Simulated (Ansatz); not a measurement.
**C2H6Si (SMILES C[Si]C): a chain of runs**

Wanted: a series of 18 runs (HF/STO-3G, UHF/STO-3G, HF/3-21G, UHF/3-21G, HF/6-31G*, UHF/6-31G*, B3LYP/6-31G*, PBE/def2-SVP, and more) of C2H6Si. 

The results are computed with Ansatz 0.2.0.

## (1) Starting point

The species is C2H6Si (9 atoms), meant as a singlet with charge 0. SMILES: `C[Si]C`. Geometry: relaxed at PBE0-D4/def2-TZVP. The run starts from this shape.

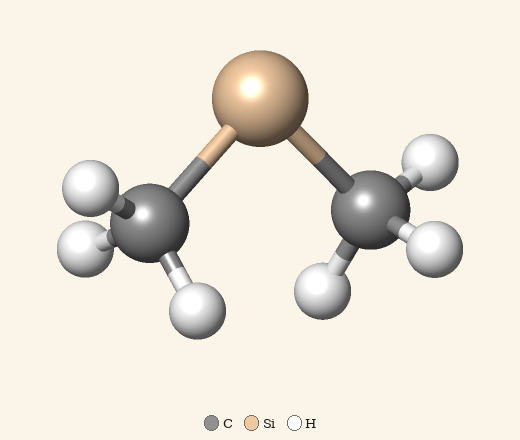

The structure, seen from a chosen angle (carbon grey, silicon light orange, hydrogen white).

## (2) A structure relaxation at HF/STO-3G (start density atoms) (run 1)

input.yaml reads:

```yaml
crystal:
  periodic: [false, false, false]
  atoms:
    - symbol: C
      position_ang: [-0.527400, 1.047300, -0.805300]
    - symbol: Si
      position_ang: [0.896800, -0.199700, -0.912800]
    - symbol: C
      position_ang: [0.601900, -1.069400, 0.746000]
    - symbol: H
      position_ang: [-1.430700, 0.480400, -1.082200]
    - symbol: H
      position_ang: [-0.439700, 1.875000, -1.511000]
    - symbol: H
      position_ang: [-0.703500, 1.436700, 0.202600]
    - symbol: H
      position_ang: [-0.455600, -1.193000, 1.001000]
    - symbol: H
      position_ang: [1.117900, -2.026600, 0.837300]
    - symbol: H
      position_ang: [1.028800, -0.397000, 1.507100]
basis:
  gaussian:
    orbitals: STO-3G
hamiltonian:
  xc: hf
relax:
  f_tol: 0.002
output: {orbitals: {seedname: orbitals}}
```

Launch:

```sh
$ ansatz run input.yaml --threads 1 --pin off --max-ram 3480MiB --events-out events.jsonl --progress --plain --runs-dir runs
```

The program printed:

```text
Warning: RAYON_NUM_THREADS=1 ignored (pool sized by the plan → 1); use --threads N
The last accepted step is kept in runs//last_step.txt (removed where the run ends without a failure and the disk answers)
Functional definition: HF
  name "HF"
  exchange = exact_x
  correlation = 0
345 factors; integrals over basis functions are off by at most 1.0e-5 eV
mean field evaluation 1: about -9900.7751 eV, gradient 9.6e0 eV
mean field evaluation 2: about -9900.8488 eV, gradient 9.5e0 eV
mean field evaluation 4: about -9901.2458 eV, gradient 5.8e-1 eV
mean field evaluation 8: about -9901.2467 eV, gradient 1.0e-5 eV
mean field -9901.24665716 eV, -363.8641033446 hartree, gradient 1.6e-5 eV, S^2 0.000000; 0 other end points of the search recorded, 0 dependent functions left out
the calculation of the forces begins
reference -9901.24665716 eV, -363.8641033446 hartree; 16, 16 occupied and 9, 9 virtual orbitals, 345 factors
relax step   1: F+E_penalty+E_count = -9901.24665716 eV  Δ(F+E_penalty+E_count) = +0.000e0 eV  max|allowed force component| = 6.574e-1 eV/Å  Δτ_max = 0.0000 Å  (25 SCF iters, accepted)
these checks for a lower state are left out or cut short: starts, cluster_reference, orbital_swaps, neighbouring_geometries, increment
345 factors; integrals over basis functions are off by at most 8.7e-6 eV
mean field evaluation 16: about -9901.2695 eV, gradient 2.7e-5 eV
mean field -9901.26954200 eV, -363.8649443470 hartree, gradient 2.7e-5 eV, S^2 0.000000; 0 other end points of the search recorded, 0 dependent functions left out
the calculation of the forces begins
reference -9901.26954200 eV, -363.8649443470 hartree; 16, 16 occupied and 9, 9 virtual orbitals, 345 factors
relax step   2: F+E_penalty+E_count = -9901.26954200 eV  Δ(F+E_penalty+E_count) = -2.288e-2 eV  max|allowed force component| = 4.914e-1 eV/Å  Δτ_max = 0.0717 Å  (22 SCF iters, accepted)
these checks for a lower state are left out or cut short: starts, cluster_reference, orbital_swaps, neighbouring_geometries, increment
345 factors; integrals over basis functions are off by at most 8.4e-6 eV
mean field -9901.29970942 eV, -363.8660529794 hartree, gradient 2.4e-5 eV, S^2 0.000000; 0 other end points of the search recorded, 0 dependent functions left out
the calculation of the forces begins
reference -9901.29970942 eV, -363.8660529794 hartree; 16, 16 occupied and 9, 9 virtual orbitals, 345 factors
relax step   3: F+E_penalty+E_count = -9901.29970942 eV  Δ(F+E_penalty+E_count) = -3.017e-2 eV  max|allowed force component| = 7.573e-2 eV/Å  Δτ_max = 0.0605 Å  (21 SCF iters, accepted)
these checks for a lower state are left out or cut short: starts, cluster_reference, orbital_swaps, neighbouring_geometries, increment
345 factors; integrals over basis functions are off by at most 8.0e-6 eV
mean field -9901.30197416 eV, -363.8661362069 hartree, gradient 2.5e-5 eV, S^2 0.000000; 0 other end points of the search recorded, 0 dependent functions left out
the calculation of the forces begins
reference -9901.30197416 eV, -363.8661362069 hartree; 16, 16 occupied and 9, 9 virtual orbitals, 345 factors
relax step   4: F+E_penalty+E_count = -9901.30197416 eV  Δ(F+E_penalty+E_count) = -2.265e-3 eV  max|allowed force component| = 3.995e-2 eV/Å  Δτ_max = 0.0428 Å  (22 SCF iters, accepted)
these checks for a lower state are left out or cut short: starts, cluster_reference, orbital_swaps, neighbouring_geometries, increment
345 factors; integrals over basis functions are off by at most 7.7e-6 eV
mean field evaluation 32: about -9901.2345 eV, gradient 2.1e-2 eV
mean field -9901.30347582 eV, -363.8661913918 hartree, gradient 2.4e-5 eV, S^2 0.000000; 0 other end points of the search recorded, 0 dependent functions left out
the calculation of the forces begins
reference -9901.30347582 eV, -363.8661913918 hartree; 16, 16 occupied and 9, 9 virtual orbitals, 345 factors
relax step   5: F+E_penalty+E_count = -9901.30347582 eV  Δ(F+E_penalty+E_count) = -1.502e-3 eV  max|allowed force component| = 8.506e-2 eV/Å  Δτ_max = 0.0673 Å  (22 SCF iters, accepted)
these checks for a lower state are left out or cut short: starts, cluster_reference, orbital_swaps, neighbouring_geometries, increment
345 factors; integrals over basis functions are off by at most 7.5e-6 eV
mean field -9901.30439585 eV, -363.8662252022 hartree, gradient 2.4e-5 eV, S^2 0.000000; 0 other end points of the search recorded, 0 dependent functions left out
the calculation of the forces begins
reference -9901.30439585 eV, -363.8662252022 hartree; 16, 16 occupied and 9, 9 virtual orbitals, 345 factors
relax step   6: F+E_penalty+E_count = -9901.30439585 eV  Δ(F+E_penalty+E_count) = -9.200e-4 eV  max|allowed force component| = 7.393e-2 eV/Å  Δτ_max = 0.0475 Å  (22 SCF iters, accepted)
these checks for a lower state are left out or cut short: starts, cluster_reference, orbital_swaps, neighbouring_geometries, increment
345 factors; integrals over basis functions are off by at most 7.4e-6 eV
mean field -9901.30502878 eV, -363.8662484620 hartree, gradient 2.4e-5 eV, S^2 0.000000; 0 other end points of the search recorded, 0 dependent functions left out
the calculation of the forces begins
reference -9901.30502878 eV, -363.8662484620 hartree; 16, 16 occupied and 9, 9 virtual orbitals, 345 factors
relax step   7: F+E_penalty+E_count = -9901.30502878 eV  Δ(F+E_penalty+E_count) = -6.329e-4 eV  max|allowed force component| = 3.145e-2 eV/Å  Δτ_max = 0.0327 Å  (22 SCF iters, accepted)
these checks for a lower state are left out or cut short: starts, cluster_reference, orbital_swaps, neighbouring_geometries, increment
345 factors; integrals over basis functions are off by at most 7.2e-6 eV
mean field -9901.30532993 eV, -363.8662595293 hartree, gradient 2.5e-5 eV, S^2 0.000000; 0 other end points of the search recorded, 0 dependent functions left out
the calculation of the forces begins
reference -9901.30532993 eV, -363.8662595293 hartree; 16, 16 occupied and 9, 9 virtual orbitals, 345 factors
relax step   8: F+E_penalty+E_count = -9901.30532993 eV  Δ(F+E_penalty+E_count) = -3.012e-4 eV  max|allowed force component| = 2.245e-2 eV/Å  Δτ_max = 0.0316 Å  (20 SCF iters, accepted)
these checks for a lower state are left out or cut short: starts, cluster_reference, orbital_swaps, neighbouring_geometries, increment
345 factors; integrals over basis functions are off by at most 7.1e-6 eV
mean field evaluation 64: about -9901.3055 eV, gradient 2.3e-5 eV
mean field -9901.30550901 eV, -363.8662661103 hartree, gradient 2.3e-5 eV, S^2 0.000000; 0 other end points of the search recorded, 0 dependent functions left out
the calculation of the forces begins
reference -9901.30550901 eV, -363.8662661103 hartree; 16, 16 occupied and 9, 9 virtual orbitals, 345 factors
relax step   9: F+E_penalty+E_count = -9901.30550901 eV  Δ(F+E_penalty+E_count) = -1.791e-4 eV  max|allowed force component| = 2.489e-2 eV/Å  Δτ_max = 0.0390 Å  (21 SCF iters, accepted)
these checks for a lower state are left out or cut short: starts, cluster_reference, orbital_swaps, neighbouring_geometries, increment
345 factors; integrals over basis functions are off by at most 7.2e-6 eV
mean field -9901.30520758 eV, -363.8662550330 hartree, gradient 2.4e-5 eV, S^2 0.000000; 0 other end points of the search recorded, 0 dependent functions left out
the calculation of the forces begins
reference -9901.30520758 eV, -363.8662550330 hartree; 16, 16 occupied and 9, 9 virtual orbitals, 345 factors
relax step  10: F+E_penalty+E_count = -9901.30520758 eV  Δ(F+E_penalty+E_count) = +3.014e-4 eV  max|allowed force component| = 6.023e-2 eV/Å  Δτ_max = 0.0421 Å  (21 SCF iters, rejected (line search))
these checks for a lower state are left out or cut short: starts, cluster_reference, orbital_swaps, neighbouring_geometries, increment
345 factors; integrals over basis functions are off by at most 7.1e-6 eV
mean field -9901.30453034 eV, -363.8662301449 hartree, gradient 2.4e-5 eV, S^2 0.000000; 0 other end points of the search recorded, 0 dependent functions left out
the calculation of the forces begins
reference -9901.30453034 eV, -363.8662301449 hartree; 16, 16 occupied and 9, 9 virtual orbitals, 345 factors
relax step  11: F+E_penalty+E_count = -9901.30453034 eV  Δ(F+E_penalty+E_count) = +9.787e-4 eV  max|allowed force component| = 1.367e-1 eV/Å  Δτ_max = 0.0205 Å  (21 SCF iters, rejected (line search))
these checks for a lower state are left out or cut short: starts, cluster_reference, orbital_swaps, neighbouring_geometries, increment
345 factors; integrals over basis functions are off by at most 7.1e-6 eV
mean field -9901.30559784 eV, -363.8662693746 hartree, gradient 2.4e-5 eV, S^2 0.000000; 0 other end points of the search recorded, 0 dependent functions left out
the calculation of the forces begins
reference -9901.30559784 eV, -363.8662693746 hartree; 16, 16 occupied and 9, 9 virtual orbitals, 345 factors
relax step  12: F+E_penalty+E_count = -9901.30559784 eV  Δ(F+E_penalty+E_count) = -8.882e-5 eV  max|allowed force component| = 1.161e-3 eV/Å  Δτ_max = 0.0086 Å  (20 SCF iters, accepted)
these checks for a lower state are left out or cut short: starts, cluster_reference, orbital_swaps, neighbouring_geometries, increment
345 factors; integrals over basis functions are off by at most 7.1e-6 eV
mean field -9901.30566704 eV, -363.8662719179 hartree, gradient 2.4e-5 eV, S^2 0.000000; 0 other end points of the search recorded, 0 dependent functions left out
the calculation of the forces begins
reference -9901.30566704 eV, -363.8662719179 hartree; 16, 16 occupied and 9, 9 virtual orbitals, 345 factors
relax step  13: F+E_penalty+E_count = -9901.30566704 eV  Δ(F+E_penalty+E_count) = -6.921e-5 eV  max|allowed force component| = 4.639e-3 eV/Å  Δτ_max = 0.0229 Å  (20 SCF iters, accepted)
these checks for a lower state are left out or cut short: starts, cluster_reference, orbital_swaps, neighbouring_geometries, increment
345 factors; integrals over basis functions are off by at most 7.2e-6 eV
mean field evaluation 96: about -9901.3055 eV, gradient 1.4e-1 eV
mean field -9901.30563134 eV, -363.8662706058 hartree, gradient 2.4e-5 eV, S^2 0.000000; 0 other end points of the search recorded, 0 dependent functions left out
the calculation of the forces begins
reference -9901.30563134 eV, -363.8662706058 hartree; 16, 16 occupied and 9, 9 virtual orbitals, 345 factors
relax step  14: F+E_penalty+E_count = -9901.30563134 eV  Δ(F+E_penalty+E_count) = +3.570e-5 eV  max|allowed force component| = 4.274e-2 eV/Å  Δτ_max = 0.0466 Å  (20 SCF iters, rejected (line search))
these checks for a lower state are left out or cut short: starts, cluster_reference, orbital_swaps, neighbouring_geometries, increment
345 factors; integrals over basis functions are off by at most 7.2e-6 eV
mean field -9901.30571190 eV, -363.8662735664 hartree, gradient 2.4e-5 eV, S^2 0.000000; 0 other end points of the search recorded, 0 dependent functions left out
the calculation of the forces begins
reference -9901.30571190 eV, -363.8662735664 hartree; 16, 16 occupied and 9, 9 virtual orbitals, 345 factors
relax step  15: F+E_penalty+E_count = -9901.30571190 eV  Δ(F+E_penalty+E_count) = -4.486e-5 eV  max|allowed force component| = 7.267e-3 eV/Å  Δτ_max = 0.0227 Å  (20 SCF iters, accepted)
these checks for a lower state are left out or cut short: starts, cluster_reference, orbital_swaps, neighbouring_geometries, increment
345 factors; integrals over basis functions are off by at most 7.2e-6 eV
mean field -9901.30572350 eV, -363.8662739926 hartree, gradient 2.4e-5 eV, S^2 0.000000; 0 other end points of the search recorded, 0 dependent functions left out
the calculation of the forces begins
reference -9901.30572350 eV, -363.8662739926 hartree; 16, 16 occupied and 9, 9 virtual orbitals, 345 factors
relax step  16: F+E_penalty+E_count = -9901.30572350 eV  Δ(F+E_penalty+E_count) = -1.160e-5 eV  max|allowed force component| = 1.743e-2 eV/Å  Δτ_max = 0.0243 Å  (20 SCF iters, accepted)
these checks for a lower state are left out or cut short: starts, cluster_reference, orbital_swaps, neighbouring_geometries, increment
345 factors; integrals over basis functions are off by at most 7.2e-6 eV
mean field -9901.30573720 eV, -363.8662744961 hartree, gradient 2.4e-5 eV, S^2 0.000000; 0 other end points of the search recorded, 0 dependent functions left out
the calculation of the forces begins
reference -9901.30573720 eV, -363.8662744961 hartree; 16, 16 occupied and 9, 9 virtual orbitals, 345 factors
relax step  17: F+E_penalty+E_count = -9901.30573720 eV  Δ(F+E_penalty+E_count) = -1.370e-5 eV  max|allowed force component| = 7.232e-3 eV/Å  Δτ_max = 0.0022 Å  (22 SCF iters, accepted)
these checks for a lower state are left out or cut short: starts, cluster_reference, orbital_swaps, neighbouring_geometries, increment
345 factors; integrals over basis functions are off by at most 7.2e-6 eV
mean field evaluation 128: about -9901.3057 eV, gradient 2.4e-5 eV
mean field -9901.30574231 eV, -363.8662746837 hartree, gradient 2.4e-5 eV, S^2 0.000000; 0 other end points of the search recorded, 0 dependent functions left out
the calculation of the forces begins
reference -9901.30574231 eV, -363.8662746837 hartree; 16, 16 occupied and 9, 9 virtual orbitals, 345 factors
relax step  18: F+E_penalty+E_count = -9901.30574231 eV  Δ(F+E_penalty+E_count) = -5.105e-6 eV  max|allowed force component| = 2.909e-3 eV/Å  Δτ_max = 0.0065 Å  (22 SCF iters, accepted)
these checks for a lower state are left out or cut short: starts, cluster_reference, orbital_swaps, neighbouring_geometries, increment
345 factors; integrals over basis functions are off by at most 7.2e-6 eV
mean field -9901.30574199 eV, -363.8662746720 hartree, gradient 2.4e-5 eV, S^2 0.000000; 0 other end points of the search recorded, 0 dependent functions left out
the calculation of the forces begins
reference -9901.30574199 eV, -363.8662746720 hartree; 16, 16 occupied and 9, 9 virtual orbitals, 345 factors
relax step  19: F+E_penalty+E_count = -9901.30574199 eV  Δ(F+E_penalty+E_count) = +3.193e-7 eV  max|allowed force component| = 8.633e-3 eV/Å  Δτ_max = 0.0103 Å  (21 SCF iters, rejected (line search))
these checks for a lower state are left out or cut short: starts, cluster_reference, orbital_swaps, neighbouring_geometries, increment
345 factors; integrals over basis functions are off by at most 7.2e-6 eV
mean field -9901.30574617 eV, -363.8662748256 hartree, gradient 2.4e-5 eV, S^2 0.000000; 0 other end points of the search recorded, 0 dependent functions left out
the calculation of the forces begins
reference -9901.30574617 eV, -363.8662748256 hartree; 16, 16 occupied and 9, 9 virtual orbitals, 345 factors
relax step  20: F+E_penalty+E_count = -9901.30574617 eV  Δ(F+E_penalty+E_count) = -3.860e-6 eV  max|allowed force component| = 2.244e-4 eV/Å  Δτ_max = 0.0050 Å  (22 SCF iters, accepted)
these checks for a lower state are left out or cut short: starts, cluster_reference, orbital_swaps, neighbouring_geometries, increment
345 factors; integrals over basis functions are off by at most 7.2e-6 eV
mean field -9901.30574767 eV, -363.8662748808 hartree, gradient 2.4e-5 eV, S^2 0.000000; 0 other end points of the search recorded, 0 dependent functions left out
the calculation of the forces begins
reference -9901.30574767 eV, -363.8662748808 hartree; 16, 16 occupied and 9, 9 virtual orbitals, 345 factors
relax step  21: F+E_penalty+E_count = -9901.30574767 eV  Δ(F+E_penalty+E_count) = -1.503e-6 eV  max|allowed force component| = 5.188e-4 eV/Å  Δτ_max = 0.0067 Å  (22 SCF iters, accepted)
these checks for a lower state are left out or cut short: starts, cluster_reference, orbital_swaps, neighbouring_geometries, increment
345 factors; integrals over basis functions are off by at most 7.2e-6 eV
mean field -9901.30574789 eV, -363.8662748887 hartree, gradient 2.4e-5 eV, S^2 0.000000; 0 other end points of the search recorded, 0 dependent functions left out
the calculation of the forces begins
reference -9901.30574789 eV, -363.8662748887 hartree; 16, 16 occupied and 9, 9 virtual orbitals, 345 factors
relax step  22: F+E_penalty+E_count = -9901.30574789 eV  Δ(F+E_penalty+E_count) = -2.162e-7 eV  max|allowed force component| = 1.859e-4 eV/Å  Δτ_max = 0.0036 Å  (22 SCF iters, accepted)
345 factors; integrals over basis functions are off by at most 7.2e-6 eV
mean field evaluation 160: about -9901.3057 eV, gradient 6.7e-5 eV
mean field -9901.30574789 eV, -363.8662748887 hartree, gradient 2.4e-5 eV, S^2 0.000000; 1 other end points of the search recorded, 0 dependent functions left out
the calculation of the forces begins
reference -9901.30574789 eV, -363.8662748887 hartree; 16, 16 occupied and 9, 9 virtual orbitals, 345 factors
Total energy: -9901.30574789 eV, -363.8662748887 hartree
Atom 0 at    -0.493708     1.048674    -0.779173 Å, force    -0.000003    -0.000186    -0.000004 eV/Å
Atom 1 at     0.919985    -0.202776    -0.933837 Å, force    -0.000059     0.000022     0.000092 eV/Å
Atom 2 at     0.573953    -1.072109     0.713311 Å, force     0.000018     0.000138    -0.000051 eV/Å
Atom 3 at    -1.453286     0.550759    -0.698218 Å, force     0.000180     0.000110    -0.000025 eV/Å
Atom 4 at    -0.551472     1.722189    -1.624480 Å, force    -0.000035    -0.000037     0.000079 eV/Å
Atom 5 at    -0.384722     1.657889     0.110899 Å, force    -0.000053     0.000049    -0.000019 eV/Å
Atom 6 at    -0.427033    -1.487729     0.736544 Å, force     0.000027    -0.000028     0.000072 eV/Å
Atom 7 at     1.263129    -1.882649     0.912225 Å, force    -0.000080     0.000076     0.000021 eV/Å
Atom 8 at     0.641654    -0.380548     1.545430 Å, force     0.000004    -0.000145    -0.000164 eV/Å
Dipole moment:     0.028458    -0.006181    -0.029142 e Å
```

Wall time 4.2 s (1 thread of AMD EPYC 9R45 (Zen 5), shared host).

Step by step:

| step | energy from the first frame kept (eV) | largest force (eV/Å) |
| --- | --- | --- |
| 1 | 0.0000 | 0.8048 |
| 2 | -0.0229 | 0.6927 |
| 3 | -0.0531 | 0.1060 |
| 4 | -0.0553 | 0.0451 |
| 5 | -0.0568 | 0.0949 |
| 6 | -0.0577 | 0.0765 |
| 7 | -0.0584 | 0.0332 |
| 8 | -0.0587 | 0.0233 |
| 9 | -0.0589 | 0.0310 |
| 10 | -0.0586 | 0.0673 |
| 11 | -0.0579 | 0.1583 |
| 12 | -0.0589 | 0.0016 |
| 13 | -0.0590 | 0.0047 |
| 14 | -0.0590 | 0.0453 |
| 15 | -0.0591 | 0.0077 |
| 16 | -0.0591 | 0.0183 |
| 17 | -0.0591 | 0.0076 |
| 18 | -0.0591 | 0.0043 |
| 19 | -0.0591 | 0.0091 |
| 20 | -0.0591 | 0.0002 |
| 21 | -0.0591 | 0.0005 |
| 22 | -0.0591 | 0.0002 |

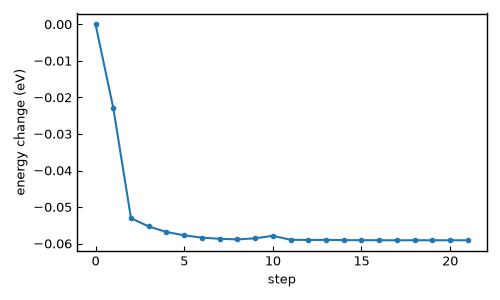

Energy along the run.

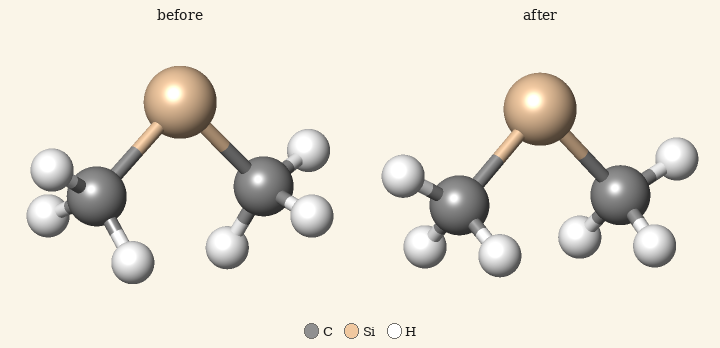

Before and after, at one scale.

After the run. Bond lengths: C1–Si2 1.894 Å, Si2–C3 1.894 Å, C1–H4 1.084 Å, C1–H5 1.082 Å, C1–H6 1.084 Å, C3–H7 1.084 Å, C3–H8 1.082 Å, C3–H9 1.084 Å. Some angles: C1–Si2–C3 95.5°, Si2–C1–H4 111.3°, Si2–C1–H5 112.8°, Si2–C1–H6 111.3°, Si2–C3–H7 111.3°, Si2–C3–H8 112.8°, Si2–C3–H9 111.3°, H4–C1–H5 107.3°, H4–C1–H6 106.6°, H5–C1–H6 107.3°.

(Part 1 of 2 ends here.)
